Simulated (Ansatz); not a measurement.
# C3H7GeO: geometry optimisation

A script is to give a geometry optimisation; the system is C3H7GeO. SMILES: C=CC[O][GeH2].

Program: the Python package of Ansatz 0.2.0. Level of theory: r2SCAN/def2-SVP. These are calculated values, not measurements.

## (1) Starting point

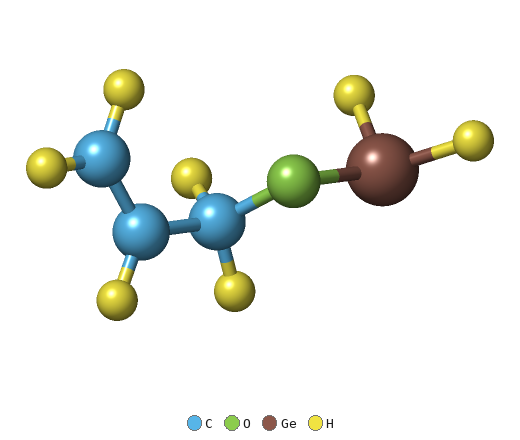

The starting structure, viewed from a chosen angle; carbon blue, oxygen green, germanium brown, hydrogen yellow.

The script reads c3h7geo.xyz:

```xyz
12

C    -2.06790    0.50270    0.38390
C    -1.39410   -0.55660   -0.07250
C     0.04620   -0.45230   -0.47640
O     0.82120   -0.12550    0.64990
Ge    2.53600   -0.00070    0.11570
H    -1.58620    1.47120    0.48070
H    -3.11160    0.40320    0.66380
H    -1.90430   -1.51090   -0.16590
H     0.36000   -1.43620   -0.89310
H     0.13550    0.33000   -1.26500
H     3.45460    0.12190    1.35800
H     2.71060    1.25320   -0.77910
```

## (2) Script

The input, opt_c3h7geo.py:

```python
"""Relax the C3H7GeO molecule."""

import warnings

import ansatz as az
import numpy as np
import pandas as pd


def main() -> None:
    warnings.simplefilter("ignore", az.DeckWarning)

    c3h7geo = az.Crystal.molecule_from_extxyz("c3h7geo.xyz")

    model = (
        c3h7geo.calculation()
        .basis(gaussian="def2-SVP")
        .functional("r2SCAN")
        .spin("collinear", total=1)
        .accuracy("medium")
    )
    symbols = [site.symbol for site in c3h7geo.cartesian_sites]
    start = np.array([site.position_ang for site in c3h7geo.cartesian_sites], dtype=float)
    def progress(event):
        if event["event"] == "relax_step":
            row = event["data"]
            print(f"step {row['step']:3d}  E = {row['lagrangian_ev']:.6f} eV  max force {row['allowed_force_max_ev_ang']:.4f} eV/A")


    report = model.relax(force_tolerance=0.005).session().plan().execute(on_event=progress).report
    end = np.array(report["positions_ang"])

    print(f"E = {report['free_energy_ev']:.6f} eV = {report['free_energy_ev'] / 27.211386246:.7f} Ha")
    print("converged:", report["converged"], " doubts:", report["published_state_doubts"] or "none")

    print("bond        before    after (A)")
    for i, j in [(0, 1), (0, 5), (0, 6), (1, 2), (1, 7), (2, 3), (2, 8), (2, 9), (3, 4), (4, 10), (4, 11)]:
        d0, d1 = (np.linalg.norm(xyz[i] - xyz[j]) for xyz in (start, end))
        print(f"{symbols[i]}{i}-{symbols[j]}{j}".ljust(10), f"{d0:8.4f} {d1:8.4f}")
    for i, j, k in [(1, 0, 5), (1, 0, 6), (5, 0, 6), (0, 1, 2), (0, 1, 7), (2, 1, 7), (1, 2, 3), (1, 2, 8)]:
        u, v = end[i] - end[j], end[k] - end[j]
        print(f"angle {symbols[i]}{i}-{symbols[j]}{j}-{symbols[k]}{k}: {np.degrees(np.arccos(np.clip(u @ v / np.linalg.norm(u) / np.linalg.norm(v), -1, 1))):.2f} deg")

    charges = report["charge_distribution"]
    table = pd.DataFrame({"atom": symbols, "mulliken": charges["mulliken_charges_e"], "lowdin": charges["lowdin_charges_e"]})
    print(table.round(3).to_string())
    print("dipole (e A):", np.round(charges["dipole_moment_e_ang"], 4) + 0.0)


if __name__ == "__main__":
    main()
```

## (3) The calls as engine input

The package turns the script's settings into the engine's input:

```yaml
crystal:
  periodic: [false, false, false]
  atoms:
    - { symbol: C, position_ang: [-2.0679, 0.5027, 0.3839] }
    - { symbol: C, position_ang: [-1.3941, -0.5566, -0.0725] }
    - { symbol: C, position_ang: [0.0462, -0.4523, -0.4764] }
    - { symbol: O, position_ang: [0.8212, -0.1255, 0.6499] }
    - { symbol: Ge, position_ang: [2.536, -0.0007, 0.1157] }
    - { symbol: H, position_ang: [-1.5862, 1.4712, 0.4807] }
    - { symbol: H, position_ang: [-3.1116, 0.4032, 0.6638] }
    - { symbol: H, position_ang: [-1.9043, -1.5109, -0.1659] }
    - { symbol: H, position_ang: [0.36, -1.4362, -0.8931] }
    - { symbol: H, position_ang: [0.1355, 0.33, -1.265] }
    - { symbol: H, position_ang: [3.4546, 0.1219, 1.358] }
    - { symbol: H, position_ang: [2.7106, 1.2532, -0.7791] }
accuracy: medium
basis:
  gaussian:
    orbitals: def2-SVP
hamiltonian:
  xc: r2scan
magnetization:
  spin_polarized: true
  initial_magnetization: 1.0
relax:
  f_tol: 0.005
```

## (4) Launch

Started as:

```bash
$ python opt_c3h7geo.py
```

The program printed:

```text
step   1  E = -61774.036290 eV  max force 0.8411 eV/A
step   2  E = -61774.153292 eV  max force 0.3076 eV/A
step   3  E = -61774.183923 eV  max force 0.5318 eV/A
step   4  E = -61774.207164 eV  max force 0.3186 eV/A
step   5  E = -61774.221327 eV  max force 0.4812 eV/A
step   6  E = -61774.189976 eV  max force 0.7926 eV/A
step   7  E = -61774.240979 eV  max force 0.0932 eV/A
step   8  E = -61774.253129 eV  max force 0.1265 eV/A
step   9  E = -61774.269228 eV  max force 0.3495 eV/A
step  10  E = -61774.275806 eV  max force 0.6693 eV/A
step  11  E = -61774.305251 eV  max force 0.3125 eV/A
step  12  E = -61774.309368 eV  max force 0.3078 eV/A
step  13  E = -61774.316805 eV  max force 0.3353 eV/A
step  14  E = -61774.322163 eV  max force 0.2741 eV/A
step  15  E = -61774.321615 eV  max force 0.7428 eV/A
step  16  E = -61774.334365 eV  max force 0.1571 eV/A
step  17  E = -61774.336044 eV  max force 0.1019 eV/A
step  18  E = -61774.336944 eV  max force 0.0813 eV/A
step  19  E = -61774.336992 eV  max force 0.0486 eV/A
step  20  E = -61774.337358 eV  max force 0.0223 eV/A
step  21  E = -61774.335940 eV  max force 0.1433 eV/A
step  22  E = -61774.337561 eV  max force 0.0153 eV/A
step  23  E = -61774.337698 eV  max force 0.0157 eV/A
step  24  E = -61774.337783 eV  max force 0.0174 eV/A
step  25  E = -61774.337870 eV  max force 0.0120 eV/A
step  26  E = -61774.337946 eV  max force 0.0130 eV/A
step  27  E = -61774.338002 eV  max force 0.0276 eV/A
step  28  E = -61774.338066 eV  max force 0.0234 eV/A
step  29  E = -61774.338109 eV  max force 0.0145 eV/A
step  30  E = -61774.338136 eV  max force 0.0068 eV/A
step  31  E = -61774.338145 eV  max force 0.0042 eV/A
E = -61774.338158 eV = -2270.1650552 Ha
converged: True  doubts: none
bond        before    after (A)
C0-C1        1.3358   1.3363
C0-H5        1.0860   1.0961
C0-H6        1.0852   1.0940
C1-C2        1.4995   1.4964
C1-H7        1.0861   1.0979
C2-O3        1.4057   1.4182
C2-H8        1.1136   1.1106
C2-H9        1.1144   1.1095
O3-Ge4       1.8004   1.7924
Ge4-H10      1.5499   1.5462
Ge4-H11      1.5503   1.5589
angle C1-C0-H5: 121.38 deg
angle C1-C0-H6: 121.58 deg
angle H5-C0-H6: 117.05 deg
angle C0-C1-C2: 124.60 deg
angle C0-C1-H7: 120.53 deg
angle C2-C1-H7: 114.87 deg
angle C1-C2-O3: 108.83 deg
angle C1-C2-H8: 109.30 deg
   atom  mulliken  lowdin
0     C    -0.084  -0.002
1     C    -0.133  -0.070
2     C     0.270   0.052
3     O    -0.519   0.008
4    Ge     0.400   0.108
5     H     0.045   0.007
6     H     0.056   0.009
7     H     0.046   0.020
8     H     0.038  -0.003
9     H     0.017  -0.008
10    H    -0.058  -0.058
11    H    -0.079  -0.065
dipole (e A): [ 0.0008  0.0773 -0.1998]
```

It took 9.7 min on 1 thread of Arm Neoverse V1, shared host; peak memory 0.37 GiB.

## (5) What the engine kept of the run

The report of the run holds:

```
             item         value
SCF cycles in all           257
         orbitals           123
total energy (eV)  -61774.33816
```

## (6) The relaxation, step by step

Relaxation path:

| step | energy from step 1 (eV) | largest force component (eV/Å) |
| --- | --- | --- |
| 1 | 0.0000 | 0.8411 |
| 2 | -0.1170 | 0.3076 |
| 3 | -0.1476 | 0.5318 |
| 4 | -0.1709 | 0.3186 |
| 5 | -0.1850 | 0.4812 |
| 6 | -0.1537 | 0.7926 |
| 7 | -0.2047 | 0.0932 |
| 8 | -0.2168 | 0.1265 |
| 9 | -0.2329 | 0.3495 |
| 10 | -0.2395 | 0.6693 |
| 11 | -0.2690 | 0.3125 |
| 12 | -0.2731 | 0.3078 |
| 13 | -0.2805 | 0.3353 |
| 14 | -0.2859 | 0.2741 |
| 15 | -0.2853 | 0.7428 |
| 16 | -0.2981 | 0.1571 |
| 17 | -0.2998 | 0.1019 |
| 18 | -0.3007 | 0.0813 |
| 19 | -0.3007 | 0.0486 |
| 20 | -0.3011 | 0.0223 |
| 21 | -0.2997 | 0.1433 |
| 22 | -0.3013 | 0.0153 |
| 23 | -0.3014 | 0.0157 |
| 24 | -0.3015 | 0.0174 |
| 25 | -0.3016 | 0.0120 |
| 26 | -0.3017 | 0.0130 |
| 27 | -0.3017 | 0.0276 |
| 28 | -0.3018 | 0.0234 |
| 29 | -0.3018 | 0.0145 |
| 30 | -0.3018 | 0.0068 |
| 31 | -0.3019 | 0.0042 |

Step 1 is the start. Steps 6, 15, 21 were tried and not accepted.

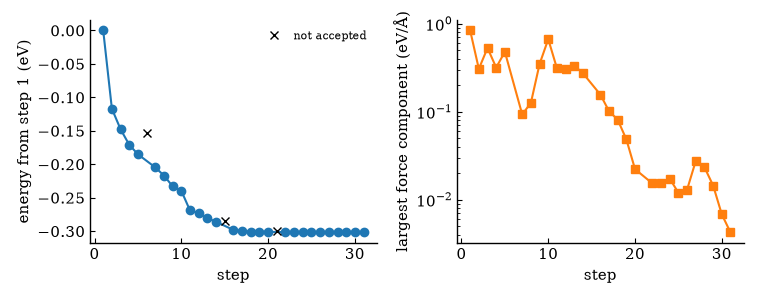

Energy and largest force along the relaxation.

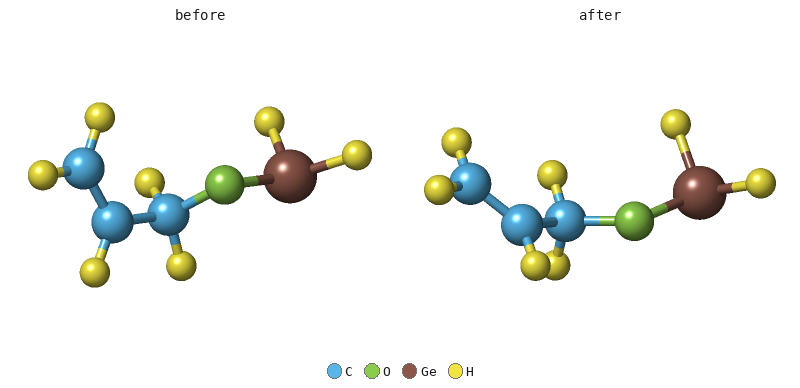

The structure before (left) and after (right) the relaxation, drawn at the same scale.

Before: Bond lengths: C1–C2 1.336 Å, C2–C3 1.499 Å, C3–O4 1.406 Å, O4–Ge5 1.800 Å, C1–H6 1.086 Å, C1–H7 1.085 Å, C2–H8 1.086 Å, C3–H9 1.114 Å, C3–H10 1.114 Å, Ge5–H11 1.550 Å, Ge5–H12 1.550 Å. Angles (14 of 16 angles, heavy atoms first): C1–C2–C3 121.4°, C2–C3–O4 109.3°, C3–O4–Ge5 107.7°, C1–C2–H8 119.3°, C3–C2–H8 119.3°, C2–C1–H6 120.9°, C2–C1–H7 120.0°, C2–C3–H9 108.1°, C2–C3–H10 108.4°, O4–C3–H9 110.5°, O4–C3–H10 111.1°, O4–Ge5–H11 109.4°, O4–Ge5–H12 109.5°, H6–C1–H7 119.0°.

After: Bond lengths: C1–C2 1.336 Å, C2–C3 1.496 Å, C3–O4 1.418 Å, O4–Ge5 1.792 Å, C1–H6 1.096 Å, C1–H7 1.094 Å, C2–H8 1.098 Å, C3–H9 1.111 Å, C3–H10 1.109 Å, Ge5–H11 1.546 Å, Ge5–H12 1.559 Å. Angles (14 of 16 angles, heavy atoms first): C1–C2–C3 124.6°, C2–C3–O4 108.8°, C3–O4–Ge5 121.3°, C1–C2–H8 120.5°, C3–C2–H8 114.9°, C2–C1–H6 121.4°, C2–C1–H7 121.6°, C2–C3–H9 109.3°, C2–C3–H10 110.0°, O4–C3–H9 109.6°, O4–C3–H10 112.0°, O4–Ge5–H11 102.9°, O4–Ge5–H12 107.0°, H6–C1–H7 117.0°.

## (7) What came out

```
                           quantity           value
                       total energy  -61774.3382 eV
                      dipole moment          1.03 D
<S²> of the mean field (pure state)    0.752 (0.75)
            moves of the relaxation              27
                      energy gained        0.302 eV
       last largest force component     0.0042 eV/Å
```

**Reading.** The relaxation took 27 moves; the largest shift is 1.080 Å, of atom 8 (H). So large a move can change the bonding: the results belong to the relaxed structure. What to keep in mind:
- These settings explore the input space; basis and method may be short of convergence.
- The end point is the stationary point reached from this start; no frequency run checks that it is a minimum, and the basis set is modest.
- The species is open-shell (spin multiplicity 2).
- The Löwdin charges here are taken after orthogonalising the functions within each atom; they differ from plain Löwdin charges, and their signs can be unphysical.
